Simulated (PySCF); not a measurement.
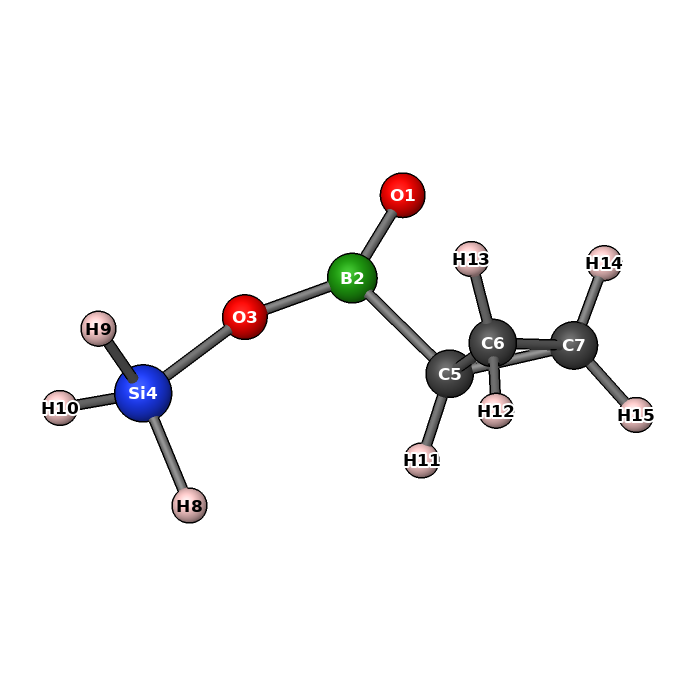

The questions are on Mulliken spin populations. State: neutral, doublet. The geometry was computed by an optimisation with GFN2-xTB. No frequency run is at hand to confirm it as a minimum. Properties computed with UKS B3LYP, pcH-1 on B C H O Si, non-relativistic (PySCF 2.14.0).

### Which atom carries the largest spin population?

O1 (0.59 e).

### Which atom has the lowest spin population?

B2 (−0.04 e); a negative value comes from spin polarisation.

List the Mulliken spin populations.

```json
{"atom": "O1", "value (e)": "0.59"}
{"atom": "B2", "value (e)": "−0.04"}
{"atom": "O3", "value (e)": "0.03"}
{"atom": "Si4", "value (e)": "0.00"}
{"atom": "C5", "value (e)": "0.36"}
{"atom": "C6", "value (e)": "0.02"}
{"atom": "C7", "value (e)": "−0.01"}
{"atom": "H8", "value (e)": "0.00"}
{"atom": "H9", "value (e)": "0.00"}
{"atom": "H10", "value (e)": "0.00"}
{"atom": "H11", "value (e)": "0.01"}
{"atom": "H12", "value (e)": "0.01"}
{"atom": "H13", "value (e)": "0.01"}
{"atom": "H14", "value (e)": "0.01"}
{"atom": "H15", "value (e)": "0.00"}
```

Mulliken values depend strongly on the basis set. The geometry is semi-empirical. Around B, Si such bond lengths and angles can be off by a tenth of an ångström or more and by several degrees, and values that hang on the shape move with them.
